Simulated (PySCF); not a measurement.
Input file:

```
{"job": {"kind": "uv", "xc": "wB97X-D", "basis": "def2-SVPD", "ip": true, "dynamic": true}, "charge": 0, "multiplicity": 1}
C      2.809682     0.053446     0.644933
C      1.822144    -0.122415    -0.034905
C      0.617649    -0.309659    -0.862043
C     -0.395139    -1.255932    -0.186848
C     -1.161729    -0.469302     0.884210
Si    -1.325976     1.244845     0.102381
N     -0.103298     0.931212    -1.104199
H      3.685122     0.209451     1.247891
H      0.940492    -0.759192    -1.819336
H     -1.091082    -1.599464    -0.968822
H      0.114020    -2.142775     0.219942
H     -2.113642    -0.949316     1.153256
H     -0.562181    -0.381194     1.805208
H     -1.020235     2.366982     1.047941
H     -2.662356     1.542851    -0.504033
H      0.416632     1.641718    -1.604195
```

Command:

```sh
OMP_NUM_THREADS=1 python probes_run.py task.json out
```

Geometry: PBE0-D3(BJ)/def2-SVP.

Method: wB97X-D/def2-SVPD, SCF density, gas phase in PySCF.

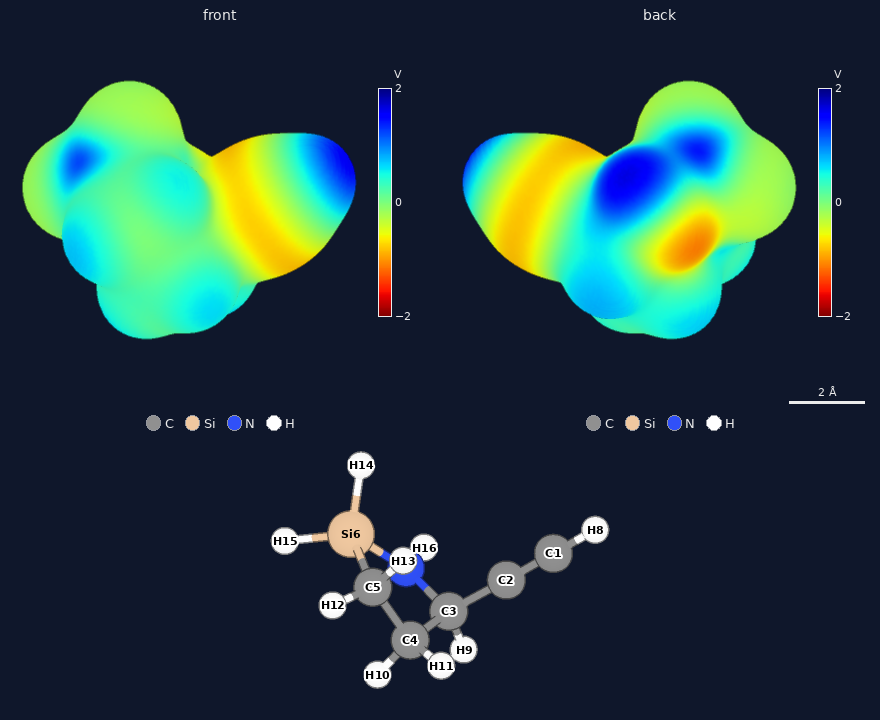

C5H9NSi. The electrostatic potential painted on the density surface at 0.002 e/bohr³, seen from the front and from behind; red is negative and blue positive. The bare structure is drawn below in the same view.

### Describe the electrostatic potential map.

The most negative region (about −1.1 V) lies over N7, the most positive (about +1.6 V) over H8 and H16. N7 is the likeliest acceptor of a hydrogen bond.

### How polar is the molecule by this calculation?

Its dipole moment is 0.46 D.
